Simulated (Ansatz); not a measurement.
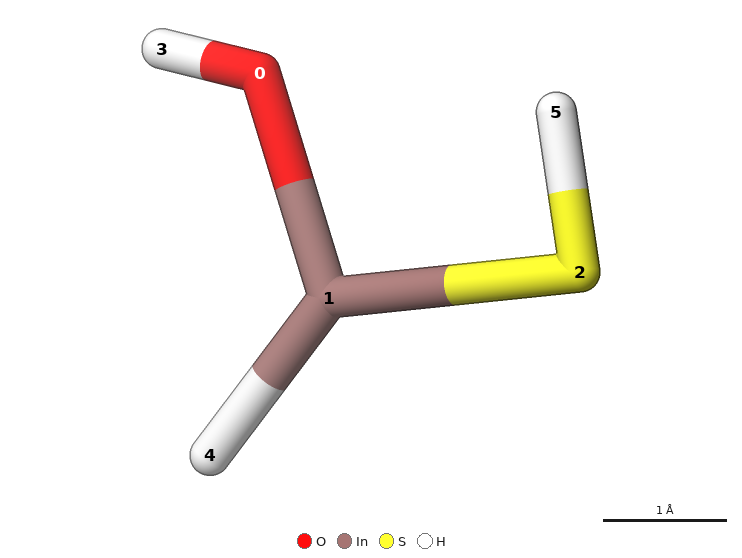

The structure as it stands in the input. Atoms are numbered from 0, in the order of the input.

Input file:

```yaml
crystal:
  periodic: [false, false, false]
  atoms:
    - {symbol: O, position_ang: [-0.767510, 0.229290, -1.150070]}
    - {symbol: In, position_ang: [0.143250, 0.473770, 0.559970]}
    - {symbol: S, position_ang: [1.228720, -1.615120, 0.948670]}
    - {symbol: H, position_ang: [-1.293800, 0.925990, -1.536160]}
    - {symbol: H, position_ang: [-0.001980, 1.973700, 1.383820]}
    - {symbol: H, position_ang: [0.691320, -1.987630, -0.206230]}
basis:
  gaussian: {orbitals: def2-TZVP}
hamiltonian: {xc: pbe0, dispersion: d4}
relax: {f_tol: 0.005, max_steps: 150}
```

It was started with:

```sh
ansatz run in.yaml --threads 2 --pin off --events-out ev --progress --plain --max-ram 20480MiB --backend cpu
```

What the program printed (its end):

```
mean field -18101.58869637 eV, -665.2211148939 hartree, gradient 1.6e-5 eV, S^2 0.000000; 1 other end points of the search recorded, 0 dependent functions left out
the calculation of the forces begins
reference -18101.58873236 eV, -665.2211162167 hartree; 24, 24 occupied and 112, 112 virtual orbitals, 1035 factors
Total energy: -18101.68086069 eV, -665.2245018705 hartree
Atom 0 at    -0.836471     0.250626    -1.239521 Å, force    -0.001124     0.001106    -0.002376 eV/Å
Atom 1 at     0.097891     0.474221     0.497451 Å, force    -0.001891     0.001489    -0.003028 eV/Å
Atom 2 at     1.225475    -1.546963     0.995015 Å, force    -0.000469     0.000612     0.000002 eV/Å
Atom 3 at    -1.322528     1.028085    -1.523229 Å, force     0.003229    -0.003672     0.004126 eV/Å
Atom 4 at     0.047385     1.909564     1.412902 Å, force     0.000688     0.000132     0.001541 eV/Å
Atom 5 at     0.788249    -2.115533    -0.142619 Å, force    -0.000433     0.000333    -0.000265 eV/Å
Dipole moment:    -0.140329     0.439192     0.067923 e Å
```
